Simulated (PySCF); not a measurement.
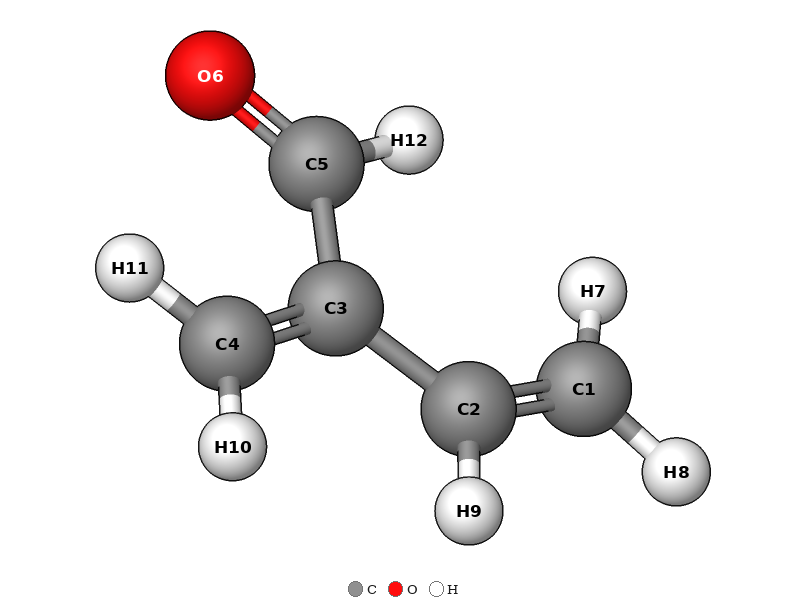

The geometry was computed by an optimisation with GFN2-xTB. No frequency run is at hand to confirm it as a minimum. Properties computed with delta-SCF UKS SCAN, pcX-2 on the ionised atom, pcseg-1 elsewhere, spin-free X2C (PySCF 2.14.0).

Give the core-electron binding energies (to vacuum) of C1 1s, C2 1s, C3 1s, C4 1s, C5 1s, O6 1s.

```json
{"atom": "C1", "level": "1s", "binding energy (eV)": "290.3"}
{"atom": "C2", "level": "1s", "binding energy (eV)": "291.1"}
{"atom": "C3", "level": "1s", "binding energy (eV)": "291.2"}
{"atom": "C4", "level": "1s", "binding energy (eV)": "290.4"}
{"atom": "C5", "level": "1s", "binding energy (eV)": "293.3"}
{"atom": "O6", "level": "1s", "binding energy (eV)": "537.8"}
```
